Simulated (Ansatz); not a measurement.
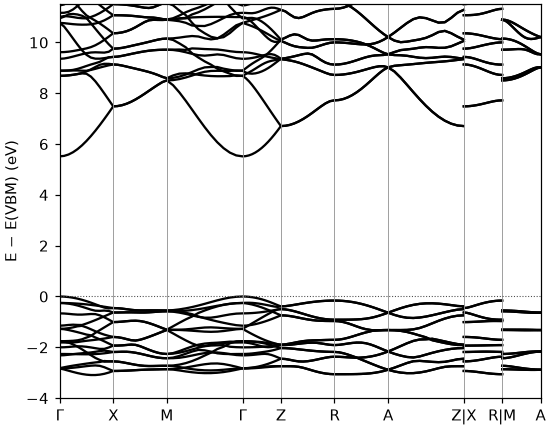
Band structure from plane-wave PAW PBE (Ansatz code)

Read off the gap and where the band edges lie.

About 5.5 eV (5.52 eV by a search for the band edges); maximum at Γ, minimum at Γ.

Which compound is it?
A) ZrO2, P4_2/nmc (Zr on 2a, O on 4d)
B) SiO2, P4_12_12 (Si on 4a, O on 8b)
C) HfO2, P4_2/nmc (Hf on 2a, O on 4d)

B, SiO2, P4_12_12 (Si on 4a, O on 8b)

The PBE relaxation kept the symmetry of its start.

Potentials: the earlier of the program's two PAW sets.
